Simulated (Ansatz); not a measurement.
# Calculations on C$_{2}$H$_{5}$NOSi

## 1. Relaxation

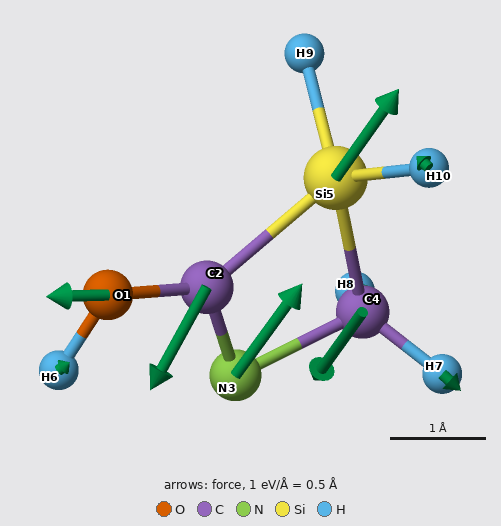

Starting geometry of C2H5NOSi with the computed forces as green arrows. Style: ball-and-stick. Shown at a tilt.

The run prepares an end point of a later path (torsion) calculation, from a guessed geometry.

Theory: RKS PBE0-D4/6-31G* in Ansatz.

The input:
```yaml
crystal:
  periodic: [false, false, false]
  atoms:
    - { symbol: O, position_ang: [-0.9311, 0.4228, 1.9988] }
    - { symbol: C, position_ang: [-0.4724, 0.1312, 0.804] }
    - { symbol: "N", position_ang: [-1.0319, -0.7586, 0.0261] }
    - { symbol: C, position_ang: [0.0603, -0.6722, -1.086] }
    - { symbol: Si, position_ang: [0.9391, 0.6303, -0.1825] }
    - { symbol: H, position_ang: [-1.7766, -0.0585, 2.1232] }
    - { symbol: H, position_ang: [0.5407, -1.6267, -1.2296] }
    - { symbol: H, position_ang: [-0.4419, -0.3495, -2.0262] }
    - { symbol: H, position_ang: [0.9021, 2.0079, -0.7543] }
    - { symbol: H, position_ang: [2.2947, 0.2221, 0.3295] }
basis:
  gaussian: { orbitals: "6-31G*" }
hamiltonian:
  xc: pbe0
  dispersion: d4
relax:
  f_tol: 0.015
  max_steps: 40
```

Command:
```bash
ansatz run input.yaml --threads 1 --pin off --max-ram 2048MiB --backend cpu --events-out ev --progress --plain --runs-dir out
```

Is this structure relaxed? If not, where do the atoms go?

It isn't relaxed: the largest force vector, on C4, is 2.97 eV/Å. The final displacements follow the starting forces only in part (cosine between the two patterns 0.48). The largest moves after the best rigid fit, 0.12 Å, are those of H9 and H10. By element the largest moves are H 0.12 Å, O 0.09 Å, N 0.08 Å, C 0.07 Å, Si 0.06 Å. Among the contacts that change: C4–Si5 1.812 → 1.909 Å, C2–Si5 1.793 → 1.880 Å, N3–C4 1.561 → 1.491 Å, C2–N3 1.308 → 1.287 Å. Among the angles between lasting bonds that change: C2–N3–C4 95.0° → 102.9°, C4–Si5–H10 114.3° → 119.4°, H9–Si5–H10 113.8° → 108.7°. After 5 geometry steps the energy has fallen by 0.346 eV. The largest force component goes from 2.5 to 0.0092 eV/Å. Cost: 25 s on 1 thread of Arm Neoverse V2, on a shared host, peak memory 0.18 GiB.

## 2. Relaxation

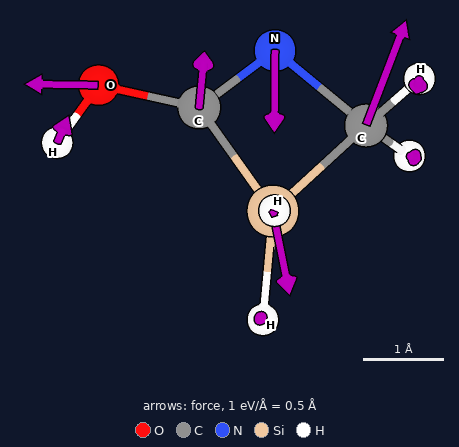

Starting geometry of C₂H₅NOSi with the computed forces as purple arrows. The picture is a ball-and-stick view, seen at a tilt.

The run prepares an end point of a later path (torsion) calculation, from a guessed geometry.

These are results of Ansatz 0.2.0, RKS PBE0-D4/6-31G*, not measurements. Set-up: no spin polarisation; force threshold 0.015 eV/Å; at most 40 steps.

Q: Is this structure relaxed? If not, where do the atoms go?

A: It isn't relaxed: the largest force vector, on a C atom, is 2.89 eV/Å. The final displacements follow the starting forces only in part (cosine between the two patterns 0.41). The energy falls by 9.28 kcal/mol in 5 accepted moves (6 points after the start). Largest force component: 2.8 eV/Å at the start, 0.0061 eV/Å at the end. The line search rejected the trial step at point 3 of the run. The atom that moves furthest after the best rigid fit is an H atom (0.20 Å). Largest moves by element: H 0.20 Å, N 0.10 Å, Si 0.10 Å, O 0.09 Å, C 0.07 Å. Some distances before and after: C–Si 1.793 → 1.890 Å, C–Si 1.812 → 1.902 Å, C–N 1.561 → 1.488 Å, C–O 1.313 → 1.341 Å. Among the angles between lasting bonds that change: C–N–C 95.0° → 103.2°, O–C–Si 135.6° → 141.6°, H–Si–H 113.8° → 107.9°. Cost: 29 s on 1 thread of Arm Neoverse V2, on a shared host, peak memory 0.18 GiB.

## 3. Path

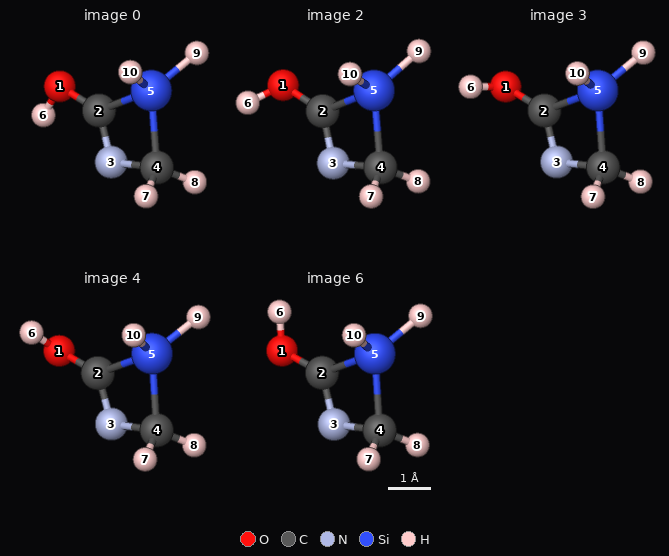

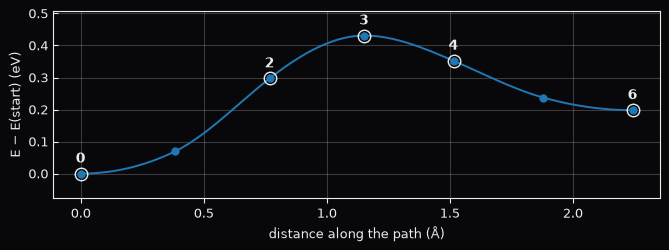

A nudged-elastic-band calculation for C2H5NOSi. Images are numbered from 0 (start) to 6 (end). A ball-and-stick model, seen from a free direction.

These are results of RKS PBE0-D4/6-31G* in Ansatz 0.2.0, not measurements. Settings: 5 movable images; climbing image; force threshold 0.05 eV/Å; iteration limit 60; starting path through a guess of the saddle point.

### Describe the mechanism and the energy profile.

The energy climbs by 0.43 eV to image 3 and then falls by 0.23 eV, so the end point sits at +0.20 eV. The motion is a rotation about the O1–C2 bond by about 180°. No bond forms or breaks between the ends. Bond angles that change up to the highest image, for instance: C2–O1–H6 106.6° → 109.6°. The band is converged. At the top, the vibrational analysis gives one imaginary mode (505i cm⁻¹), as a transition state must have.
